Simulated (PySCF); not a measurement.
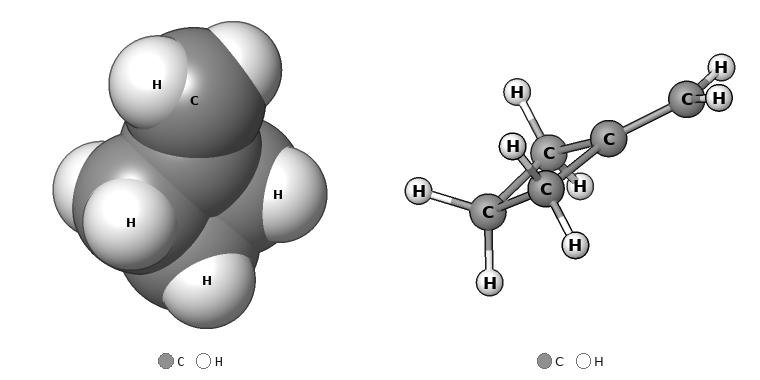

Two views of one molecule.

The geometry was computed by an optimisation with PBE0-D3(BJ)/def2-TZVP. No frequency run is at hand to confirm it as a minimum.

Description:

The molecule is C₅H₈. As SMILES it reads `C=C1CCC1`. Independent rings (smallest set): 1 of 4 members. Among its groups: alkene. Coordination, clear cases only: 1 C trigonal planar.

The parts below concern this one geometry. Atoms keep their numbers from picture to picture.

**Geometry**

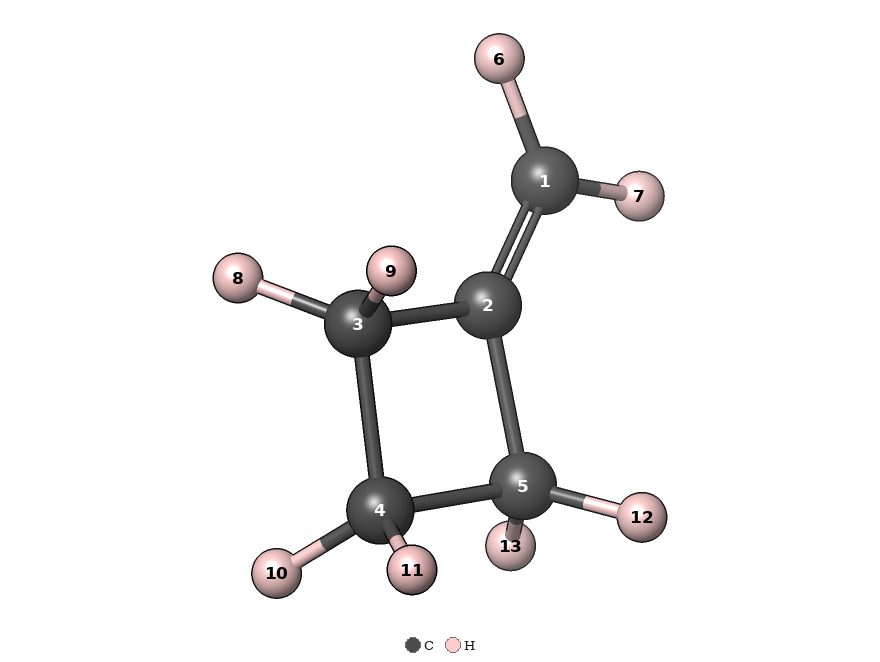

Numbered structure. No frequency run is at hand to confirm it as a minimum.

Which atoms are bonded, and how long are the bonds?

```json
{"bond": "C1–C2", "length (Å)": "1.321", "order": "double"}
{"bond": "C1–H6", "length (Å)": "1.085", "order": "single"}
{"bond": "C1–H7", "length (Å)": "1.085", "order": "single"}
{"bond": "C2–C3", "length (Å)": "1.514", "order": "single"}
{"bond": "C2–C5", "length (Å)": "1.513", "order": "single"}
{"bond": "C3–C4", "length (Å)": "1.549", "order": "single"}
{"bond": "C3–H8", "length (Å)": "1.092", "order": "single"}
{"bond": "C3–H9", "length (Å)": "1.093", "order": "single"}
{"bond": "C4–C5", "length (Å)": "1.549", "order": "single"}
{"bond": "C4–H10", "length (Å)": "1.090", "order": "single"}
{"bond": "C4–H11", "length (Å)": "1.090", "order": "single"}
{"bond": "C5–H12", "length (Å)": "1.093", "order": "single"}
{"bond": "C5–H13", "length (Å)": "1.092", "order": "single"}
```

**Electronic properties**

No frequency run is at hand to confirm it as a minimum. Level of theory: ωB97X-D/aug-cc-pVTZ, gas phase (PySCF 2.14.0). Excitations: vertical, linear response.

Computed properties:

- dipole moment: 0.58 D
- HOMO energy (Kohn–Sham orbital): −8.85 eV
- LUMO energy (Kohn–Sham orbital): 0.91 eV
- HOMO–LUMO gap: 9.76 eV
- mean static polarisability: 60.4 bohr³
- lowest vertical singlet excitation: 6.36 eV
- its oscillator strength: 0.018
- brightest of the 10 lowest singlets: 6.46 eV
- its oscillator strength: 0.20

**NMR shielding**

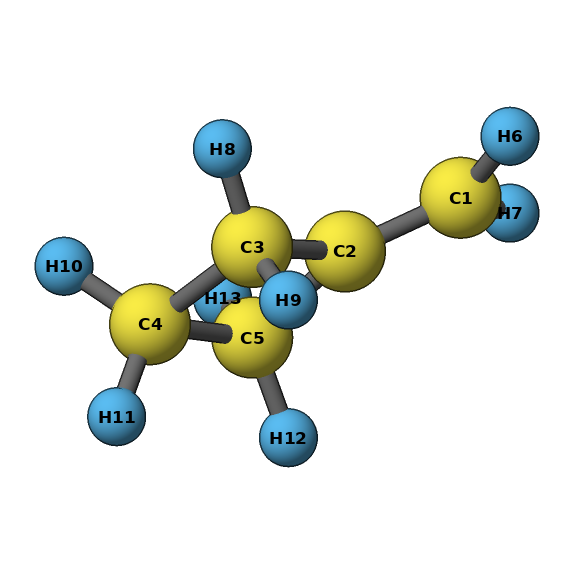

No frequency run is at hand to confirm it as a minimum. Level of theory: GIAO PBE0/pcSseg-2 NMR shielding, non-relativistic, gas phase (PySCF 2.14.0). Principal shieldings σ11 ≤ σ22 ≤ σ33, span Ω = σ33 − σ11, skew κ = 3(σiso − σ22)/Ω.

Question: Which C atom has the most anisotropic shielding?

Answer: C2, with a span of 233 ppm.

Give the shielding tensors of the C atoms.

| atom | σ11 | σ22 | σ33 | σiso | Ω | κ |
| --- | --- | --- | --- | --- | --- | --- |
| C1 | −44.6 | 94.5 | 157.8 | 69.3 | 202.4 | −0.37 |
| C2 | −92.1 | 13.7 | 140.5 | 20.7 | 232.6 | 0.09 |
| C3, C5 | 136.8 | 149.7 | 171.6 | 152.7 | 34.8 | 0.26 |
| C4 | 158.5 | 166.5 | 181.7 | 168.9 | 23.2 | 0.32 |

Shieldings and span in ppm.

**Ring current**

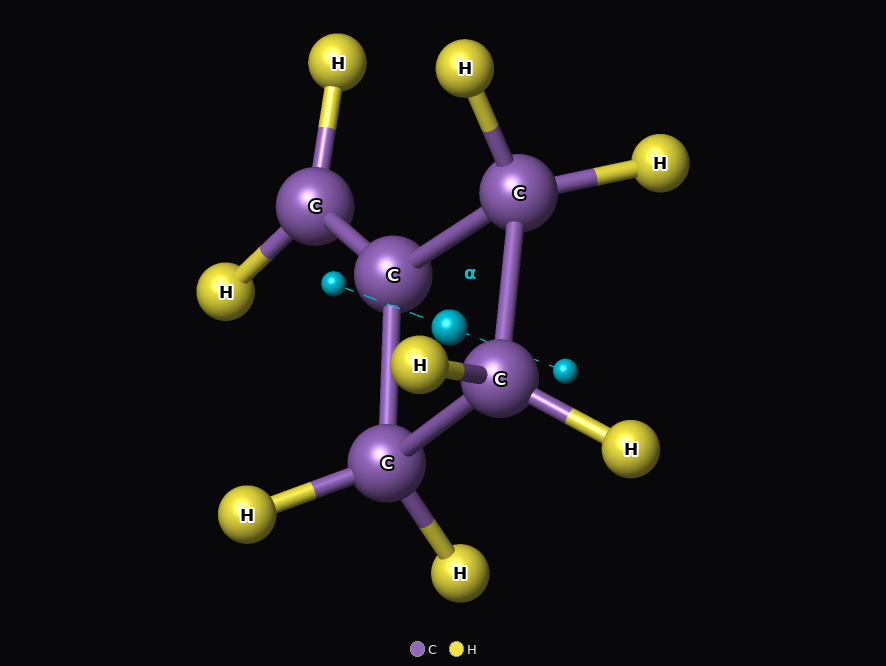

The small points mark where nucleus-independent chemical shifts (NICS) were computed: at the centre of each lettered ring and 1 Å above and below it. No frequency run is at hand to confirm it as a minimum. Method: GIAO PBE0/pcSseg-2 NMR shielding, non-relativistic, gas phase (PySCF 2.14.0).

Give NICS(0), NICS(1) and the out-of-plane component NICS(1)zz for each ring (means of the two sides).

```tsv
ring	members	NICS(0)	NICS(1)	NICS(1)zz
α	C4	4.7	0.3	3.3
```

Values in ppm.

**Charges**

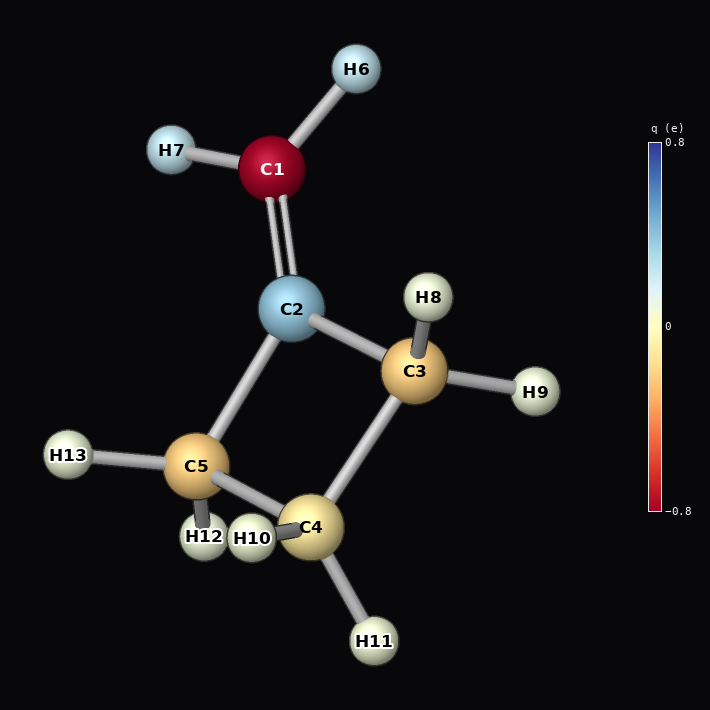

Atoms are coloured by their ESP-fitted charges. No frequency run is at hand to confirm it as a minimum. Properties computed with PBE0/pcSseg-2, gas phase (PySCF 2.14.0).

List the ESP-fitted charges.

| atom | value (e) |
| --- | --- |
| C1 | −0.79 |
| C2 | 0.38 |
| C3 | −0.21 |
| C4 | −0.11 |
| C5 | −0.21 |
| H6 | 0.24 |
| H7 | 0.24 |
| H8 | 0.08 |
| H9 | 0.08 |
| H10 | 0.07 |
| H11 | 0.06 |
| H12 | 0.08 |
| H13 | 0.08 |
